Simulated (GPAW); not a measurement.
Consider CdInS2 (P-3m1).

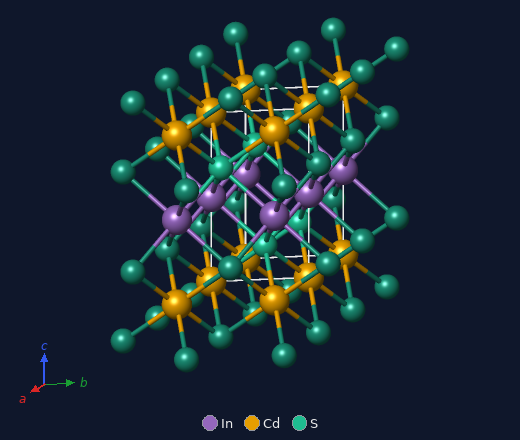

The structure (indium purple, cadmium orange, sulfur teal). 2×1×1 cells are drawn. Some periodic images of atoms are drawn too.

```
In Cd S
1.0
     3.86950    0.00000    0.00000
    -1.93475    3.35108    0.00000
     0.00000    0.00000    6.81053
In Cd S
1 1 2
Cartesian
  0.0000 0.0000 3.4053
  0.0000 0.0000 0.0000
  0.0000 2.2341 1.6682
  1.9347 1.1170 5.1423
```

Absorber: atom 1, with 6 S at 2.83 Å (octahedral, site symmetry -3m). Method: GPAW, PBE, excited-electron core hole (neutral cell), 12-atom cell with 6.7 Å between holes, 4×4×3 k points, dipole transitions, Gaussian full width 7.91 eV.

**Question.** Predict the near-edge structure at the In K edge.

Main maxima up to 28 eV above the zero (height): 3.8 eV (1.39) and 16.4 eV (0.85). A K edge sees empty p states on the absorber. 

The In K spectrum (energy from the lowest empty level; intensity scaled to a mean of 1 over the first 20 eV; polarised curves are means over the symmetry-equivalent atoms):

| E (eV) | isotropic | ε ⊥ c | ε ∥ c |
| --- | --- | --- | --- |
| -2.0 | 0.45 | 0.46 | 0.43 |
| -0.5 | 0.76 | 0.77 | 0.75 |
| 1.0 | 1.09 | 1.09 | 1.08 |
| 2.5 | 1.32 | 1.32 | 1.33 |
| 4.0 | 1.39 | 1.38 | 1.42 |
| 5.5 | 1.30 | 1.27 | 1.35 |
| 7.0 | 1.12 | 1.09 | 1.18 |
| 8.5 | 0.96 | 0.93 | 1.00 |
| 10.0 | 0.86 | 0.85 | 0.87 |
| 11.5 | 0.82 | 0.83 | 0.80 |
| 13.0 | 0.82 | 0.84 | 0.78 |
| 14.5 | 0.84 | 0.86 | 0.79 |
| 16.0 | 0.85 | 0.86 | 0.81 |
| 17.5 | 0.84 | 0.85 | 0.83 |
| 19.0 | 0.83 | 0.83 | 0.84 |
| 20.5 | 0.80 | 0.79 | 0.83 |
| 22.0 | 0.77 | 0.76 | 0.81 |
| 23.5 | 0.74 | 0.73 | 0.78 |
| 25.0 | 0.73 | 0.71 | 0.76 |
| 26.5 | 0.72 | 0.71 | 0.75 |
| 28.0 | 0.74 | 0.73 | 0.75 |
| 29.5 | 0.76 | 0.77 | 0.76 |
| 31.0 | 0.78 | 0.80 | 0.76 |

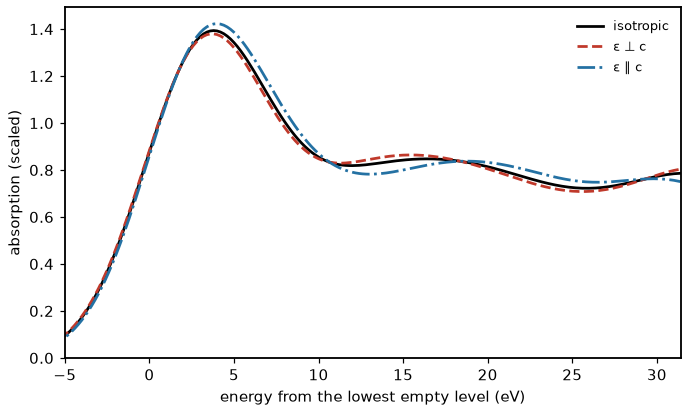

The In K edge.

The script folds with a Gaussian, whereas the core hole's own line is a Lorentzian, so the onset is too steep and the first peak too high. The primitive cell holds an odd number of electrons, so a spin-paired run has to come out metallic; that is right for a metal, but some such compounds are magnetic or distorted insulators. The structure is a computed Materials Project entry and may be a hypothetical form.

[Banner, clock and machine lines of the logs are left out without a mark of their own.]

[Logs are printed without paths, hosts, clocks, repeated set-up lines and the standing remarks that a program may print on its own settings, such as how far it seeks lower states.]

[Hosts, paths, dates, database ids (printed as entryN), source tags and the programs' standing remarks are cut or masked in the printed files.]

[Lists of maxima count a maximum above −3 eV only where it reaches 4 % of the highest in the window and stands out from its surroundings by 2 % of it (1.5 % where it reaches 55 %); shoulders and weaker maxima are passed over, and of the rest the first, up to two pre-edge ones and the few strongest are named.]
